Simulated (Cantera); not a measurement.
Charge: 1 mol Al, 0.58 mol HCl, 1.1 mol H2, equilibrated at 0.0120 bar.

Cantera equilibrium calculation (NASA polynomials, part measured and part estimated; ideal gas, pure solids and liquids). Candidate condensed phases: Al, AlCl3; 12 gas species. The tables' values for AlCl2 are old estimates; treat these amounts as uncertain. Equilibrium is a limit: real reactors are often held back by kinetics, nucleation or transport.

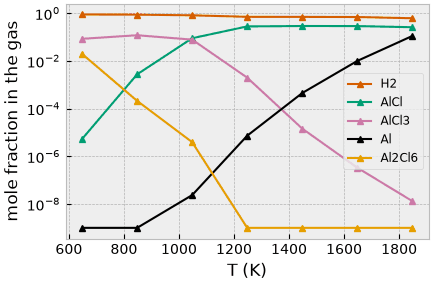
Equilibrium gas composition (values under 1e-9 drawn at 1e-9)

From 648 K to 848 K the condensed part is Al(s). From 1048 K to 1848 K the condensed part is Al(l). The main Al-bearing gas is AlCl3 at 648 K and AlCl at 1848 K. The share of Al in condensed phases is highest at 648 K (80.7 %) and lowest at 1848 K (16.1 %).
